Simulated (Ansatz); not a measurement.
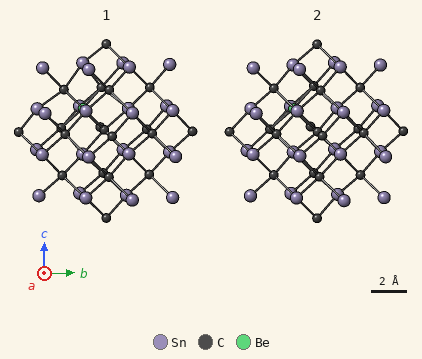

Two geometries of a defect cell of composition Sn32C32Be (cell charge +2), drawn at one scale. One is the start of a relaxation, the other its converged end. The picture is a ball-and-stick view of the atoms within 5.8 Å of the atom that moves most (axes of the cell of the calculation (origin shifted)), seen from a free direction.

Computed with Ansatz, DFT, PBEsol, PAW, plane waves. Settings: plane-wave cutoff 420 eV; k-point mesh 1 × 1 × 1; mesh shifted by (0.25, 0.25, 0.25); no spin polarisation; atoms relaxed in a fixed cell; force threshold 0.03 eV/Å; at most 80 steps.

### Which geometry has the lower energy?

Structure 1 is the relaxed one. The energy falls by 2.118 eV per cell of the calculation in 4 geometry steps. The largest force component goes from 3.5 to 0.027 eV/Å. A C atom moves most: 0.19 Å along [−2 −3 2]. By element the largest moves are C 0.19 Å, Sn 0.16 Å, Be 0.05 Å. The cell doesn't change. Among the contacts that change: Be–C 2.220 → 2.014 Å, Be–C 2.172 → 2.005 Å, C–Sn 2.157 → 2.301 Å, C–Sn 2.177 → 2.301 Å. Bond angles that change, for instance: C–Sn–C 109.9° → 96.3°, C–Sn–C 110.4° → 96.9°, Sn–C–Be 69.0° → 78.0°. The run took 4 s on 1 × NVIDIA GB200 with 8 threads of Arm Neoverse-V2, peak memory 1.9 GiB.

Limits of the set-up: the cell is charged, on a uniform background, and energies carry no finite-size correction.
